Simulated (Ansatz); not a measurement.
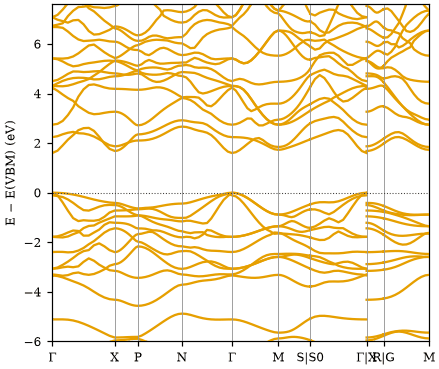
*Band structure from DFT-r²SCAN in the program Ansatz with PAW potentials*

Q: Read off the gap and where the band edges lie.

A: About 1.6 eV (1.60 eV by a search for the band edges); maximum at Γ, minimum at Γ.

The material is CdGa$_{2}$Te$_{4}$ in space group I-4 (No. 82; Cd on 2a, Ga on 2d, Ga on 2b, Te on 8g).

The first step of the workflow began from a Materials Project structure, measured or hypothetical; the Crystallography Open Database files this formula in space group No. 82, but the cells were not matched. Its standing as an ambient phase is unchecked. The r²SCAN relaxation kept the symmetry of its start; whether a distortion lowers the energy is not shown. Spin–orbit coupling is left out wherever it is not named.

Potentials: the earlier of the program's two PAW sets.
